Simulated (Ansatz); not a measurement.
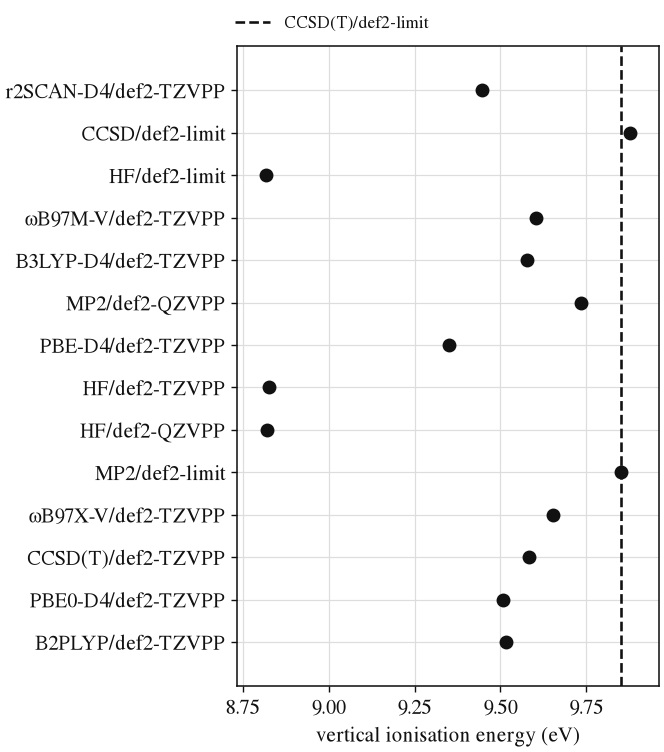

Vertical ionisation energy of GeHCl, SMILES [Cl][GeH], singlet, taken as the energy of the cation less that of the neutral at fixed geometry (unrestricted doublet cation, cores frozen in correlated methods, no spin-orbit coupling), the Ansatz code, at a PBE0-D4/def2-TZVP geometry (a minimum by its frequencies). Limit means an estimate of the basis limit from triple and quadruple zeta; for coupled cluster it is either extrapolated directly or built as the MP2 limit plus the step from MP2 in triple zeta. B2PLYP/def2-TZVPP holds a correlation term that converges slowly with the basis, so part of the distance to the limit is basis error. The distance of MP2/def2-QZVPP and CCSD(T)/def2-TZVPP to the limit includes basis error.

> What range do the values span, the line included?

From 8.82 eV (HF/def2-limit) to 9.88 eV (CCSD/def2-limit).

> Give the values.

| level | eV | less CCSD(T)/def2-limit |
| --- | --- | --- |
| r2SCAN-D4/def2-TZVPP | 9.45 | −0.40 |
| CCSD/def2-limit | 9.88 | 0.03 |
| HF/def2-limit | 8.82 | −1.03 |
| ωB97M-V/def2-TZVPP | 9.60 | −0.25 |
| B3LYP-D4/def2-TZVPP | 9.58 | −0.27 |
| MP2/def2-QZVPP | 9.73 | −0.12 |
| PBE-D4/def2-TZVPP | 9.35 | −0.50 |
| HF/def2-TZVPP | 8.83 | −1.02 |
| HF/def2-QZVPP | 8.82 | −1.03 |
| MP2/def2-limit | 9.85 | 0.00 |
| ωB97X-V/def2-TZVPP | 9.65 | −0.20 |
| CCSD(T)/def2-TZVPP | 9.58 | −0.27 |
| PBE0-D4/def2-TZVPP | 9.51 | −0.34 |
| B2PLYP/def2-TZVPP | 9.51 | −0.34 |
| CCSD(T)/def2-limit | 9.85 | 0.00 |

Caveats, for all or some of the runs: no scalar relativity up to krypton; outer-core shells are correlated without core-valence functions, which makes the correlated values less sure.
